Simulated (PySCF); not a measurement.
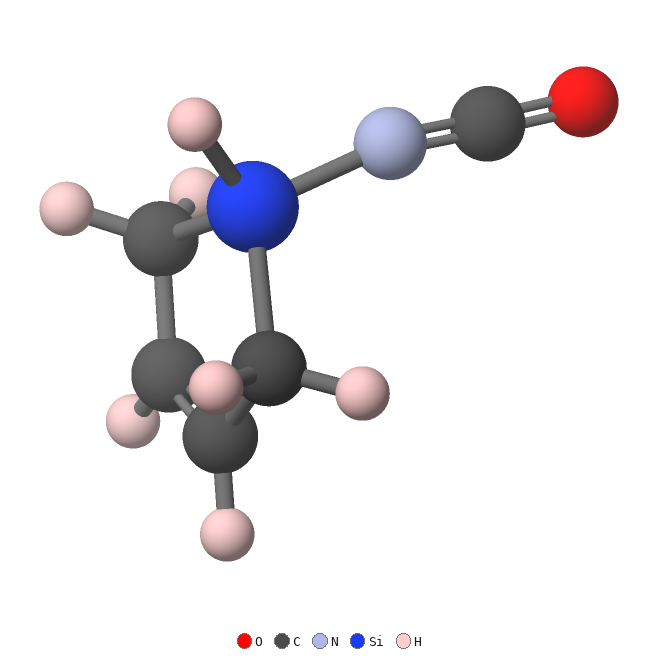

The computed structure is the end point of a PBE0-D3(BJ)/def2-TZVP optimisation. No frequency run is at hand to confirm it as a minimum.

Description:

It has 15 atoms: 5 carbon, 7 hydrogen, 1 nitrogen, 1 oxygen and 1 silicon (C5H7NOSi). As SMILES it reads `O=C=N[SiH]1CC=CC1`. Independent rings (smallest set): 1 of 5 members. Among its groups: alkene, Si–H bond, Si–N bond. The point group is Cs. Coordination, clear cases only: 1 C linear; 1 Si tetrahedral; 2 C tetrahedral; 2 C trigonal planar.

More results for the same structure follow; atom numbers are the same in all pictures, views and colours differ.

### Dipole moment

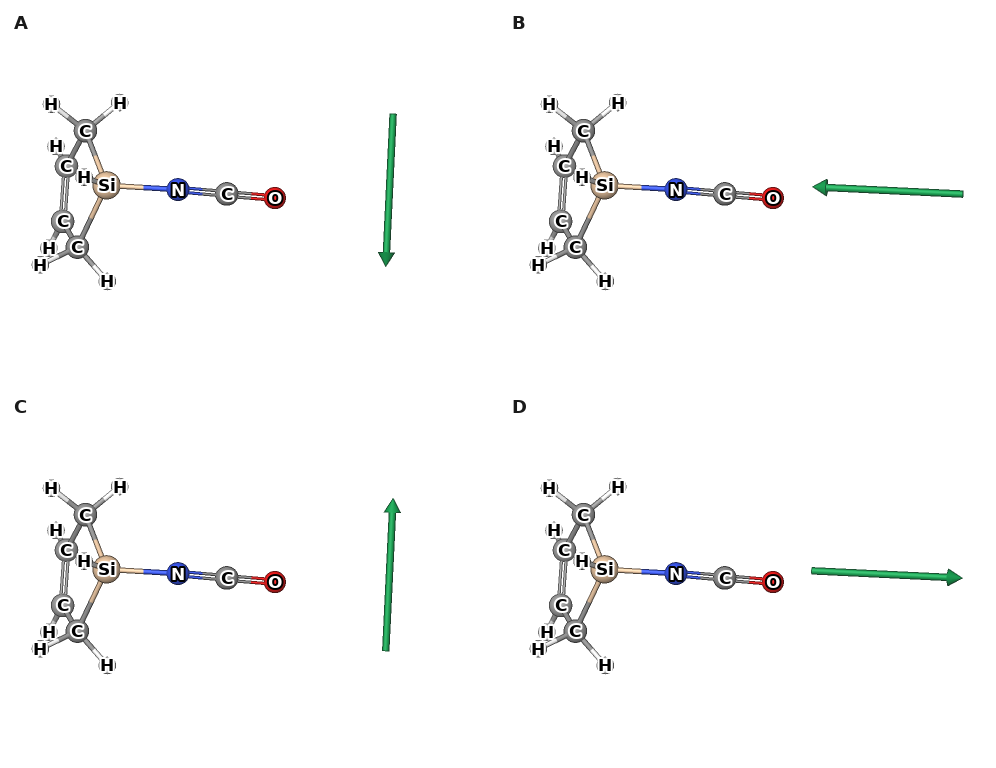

The same molecule four times, each with an arrow. No frequency run is at hand to confirm it as a minimum. Properties computed with KT3/pcSseg-2, gas phase (PySCF 2.14.0).

> Which arrow points along the dipole moment, from the negative to the positive end?

B. The dipole moment is 2.56 D.

### Ring current

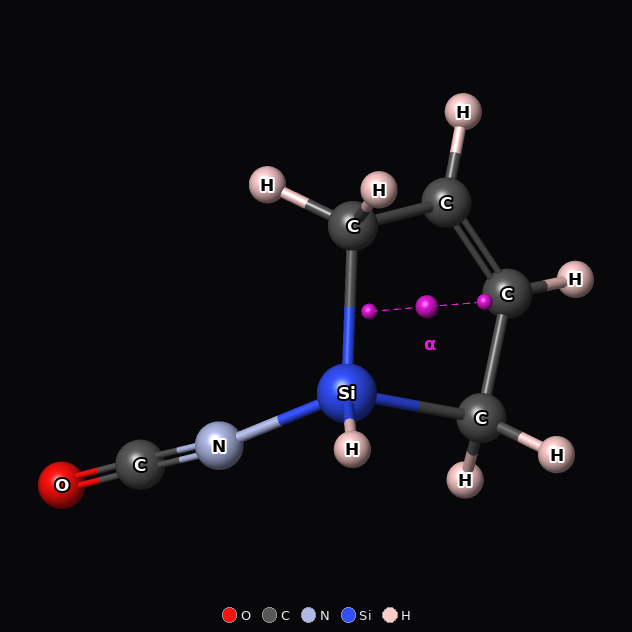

The small points mark where nucleus-independent chemical shifts (NICS) were computed: at the centre of each lettered ring and 1 Å above and below it. No frequency run is at hand to confirm it as a minimum. Method: GIAO KT3/pcSseg-2 NMR shielding, non-relativistic, gas phase (PySCF 2.14.0).

Give NICS(0), NICS(1) and the out-of-plane component NICS(1)zz for each ring (means of the two sides).

```tsv
ring	members	NICS(0)	NICS(1)	NICS(1)zz
α	C4Si	−2.1	−2.6	−2.9
```

Values in ppm.

> What do the values say about the ring currents?

Ring α: weak, as in a non-aromatic ring. NICS is one index among several.

### Charges

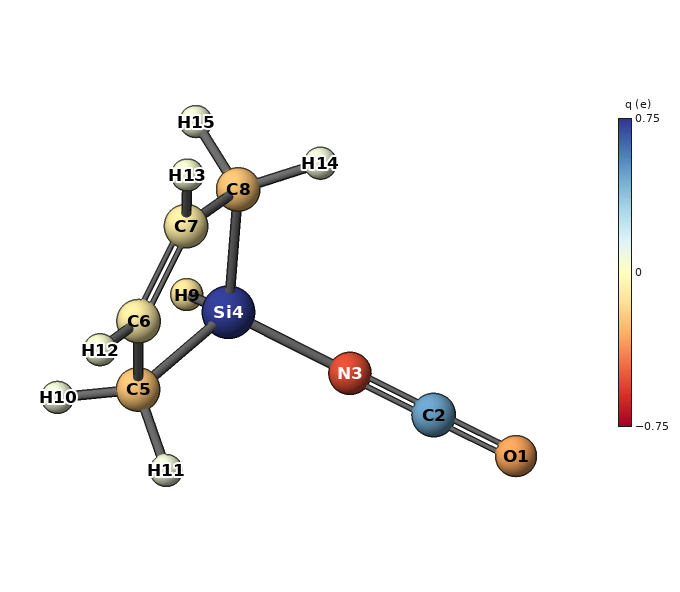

Atoms are coloured by their Mulliken charges. No frequency run is at hand to confirm it as a minimum. Properties computed with PBE0/pcSseg-2, gas phase (PySCF 2.14.0).

> Which atom carries the highest charge (most positive or least negative)?

Si4 (0.73 e).

> And the lowest?

N3 (−0.52 e).

Give the Mulliken charges atom by atom.

| atom | value (e) |
| --- | --- |
| O1 | −0.31 |
| C2 | 0.46 |
| N3 | −0.52 |
| Si4 | 0.73 |
| C5 | −0.22 |
| C6 | −0.08 |
| C7 | −0.08 |
| C8 | −0.22 |
| H9 | −0.11 |
| H10 | 0.07 |
| H11 | 0.07 |
| H12 | 0.04 |
| H13 | 0.04 |
| H14 | 0.07 |
| H15 | 0.07 |

### Quadrupole coupling

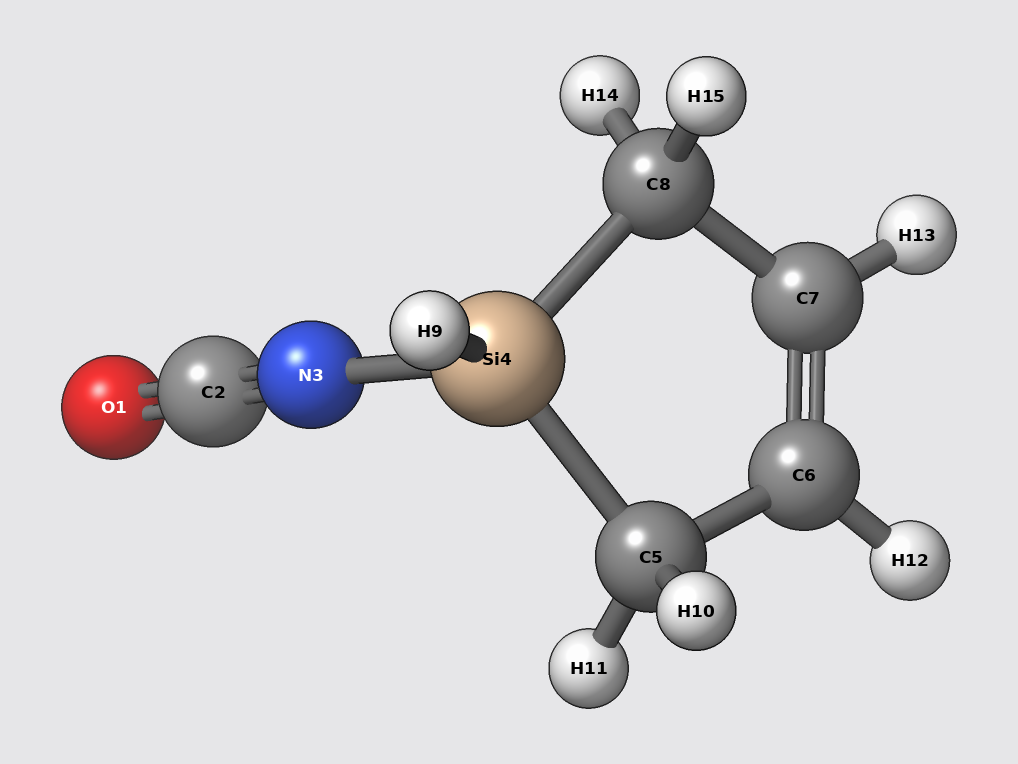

No frequency run is at hand to confirm it as a minimum. Electric field gradients from the ground-state density, PBE0/pcSseg-2 (PySCF 2.14.0), non-relativistic apart from any core potentials.

Give the largest field-gradient component, the quadrupole coupling constant and the asymmetry for 17O at O1 (Q = −25.6 mb), 14N at N3 (Q = 20.44 mb), 2H at H9 (Q = 2.86 mb), 2H at H10 (Q = 2.86 mb), 2H at H11 (Q = 2.86 mb), 2H at H12 (Q = 2.86 mb).

| atom | V_zz (a.u.) | e²qQ/h (MHz) | η |
| --- | --- | --- | --- |
| O1 | 0.667 | −4.01 | 0.02 |
| N3 | 0.392 | 1.88 | 0.00 |
| H9 | 0.139 | 0.093 | 0.03 |
| H10 | 0.284 | 0.191 | 0.03 |
| H11 | 0.286 | 0.192 | 0.04 |
| H12 | 0.293 | 0.197 | 0.05 |

Mulliken values depend strongly on the basis set and can even reverse the polarity of a bond.
